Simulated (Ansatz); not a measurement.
## Electronic structure of NH3···N2 (SMILES N.N#N) in real space

```xyz
6

N     0.0863    0.2534   -1.0435
H    -0.1719   -0.6608   -0.6925
H    -0.6798    0.5777   -1.6209
H     0.8840    0.1238   -1.6535
N    -0.1838   -0.5715    2.1876
N     0.0652    0.2774    2.8230
```

Geometry: PBE0-D4/def2-TZVP.

The calculation used Ansatz, RKS PBE0-D4/def2-TZVPPD.

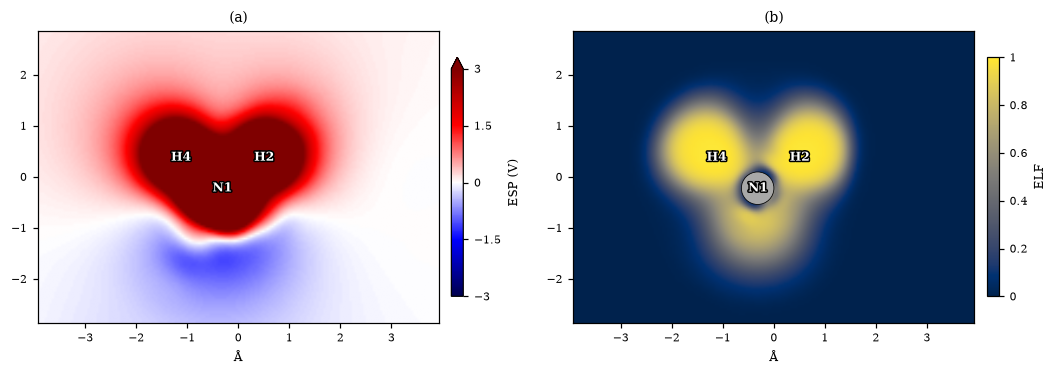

Figure 1. (a) electrostatic potential; (b) ELF on the plane of atoms H2, N1 and H4. Grey discs cover the atomic cores in the ELF map.

Question: Describe what can be read from this map.

Answer: Atoms in the plane: N and H.
N–H (1.01 Å): the ELF climbs to about 1 towards the hydrogen, as it does in any bond to H (a covalent bond by its length).
Outside the dense part of the complex the potential is most negative (−1.1 V) near N1.

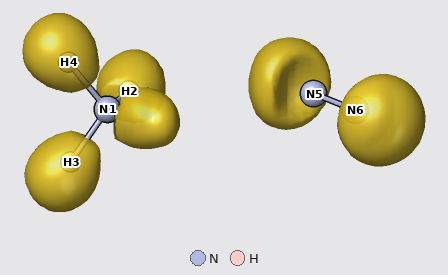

Figure 2. Isosurface of the electron localisation function at 0.9 (yellow), seen at a tilt. Only the valence region is drawn (cores and ρ < 0.01 e/Å³ removed).

Question: Where are the electrons localised?

Answer: At this value the surface marks out three regions around hydrogen nuclei and three lobes on N, pointing away from the bonds (lone pairs). Profiles from the grid: N5···H2 (2.88 Å): the ELF dips to about 0 between them (a non-bonded, intermolecular contact). N–N (1.09 Å): the ELF peaks at about 0.90 between the atoms: a multiple bond.

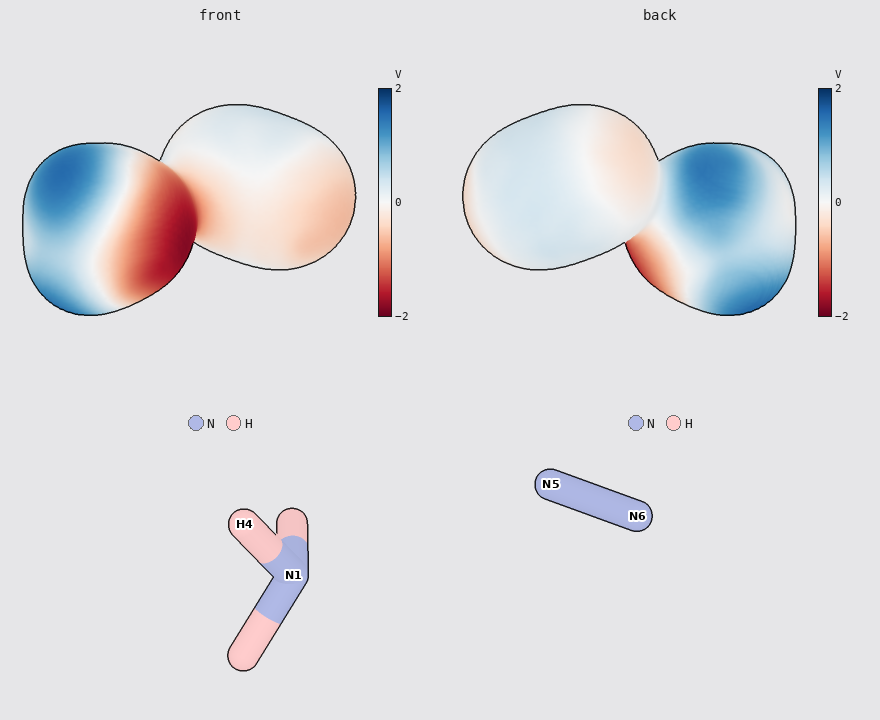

Figure 3. The molecular electrostatic potential painted on the density surface at 0.002 e/bohr³, seen from the front and from behind; the colour scale runs from red (negative) to blue (positive). The bare structure is drawn below in the same view.

Question: Where is the surface potential most negative and most positive?

Answer: The most negative region (about −1.8 V, or −42 kcal/mol for a unit charge) lies over N1, the most positive (about +1.5 V, or +35 kcal/mol for a unit charge) over H3 and H4. N1 is the likeliest acceptor of a hydrogen bond.
